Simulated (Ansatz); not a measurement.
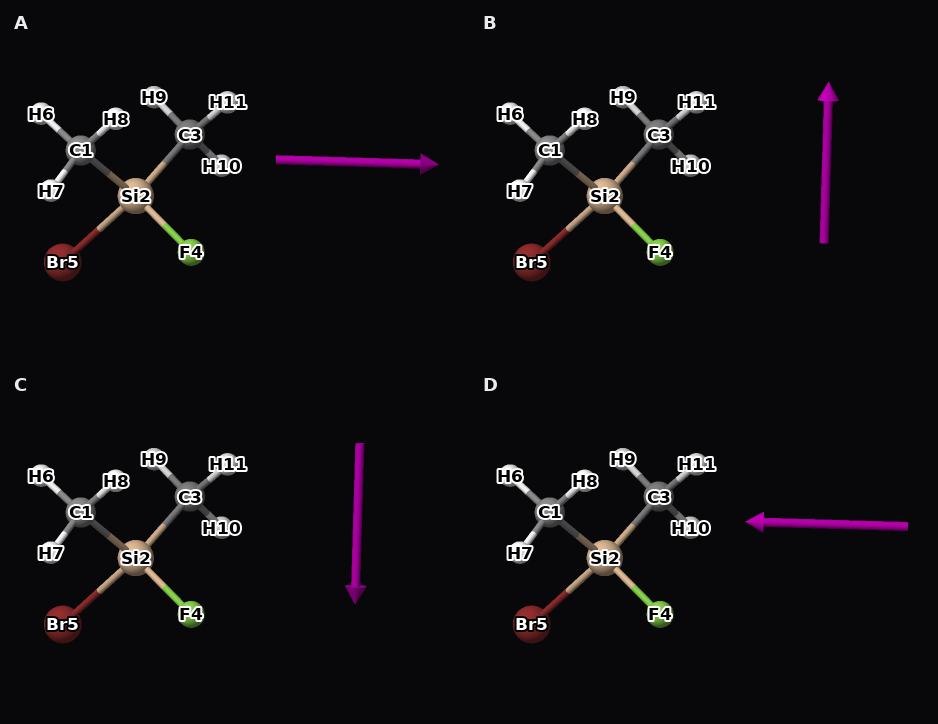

The same molecule four times, each with an arrow. Computed geometry: PBE-D4/def2-SVP optimisation. No frequency run is at hand to confirm it as a minimum. Method: RKS PBE-D4/def2-SVP (Ansatz 0.2.0).

> Which arrow points along the dipole moment, from the negative to the positive end?

B. The dipole moment is 2.49 D; it points from the side of Br5 to the side of H6, H8, H9, H11 (the outermost atoms at the two ends).
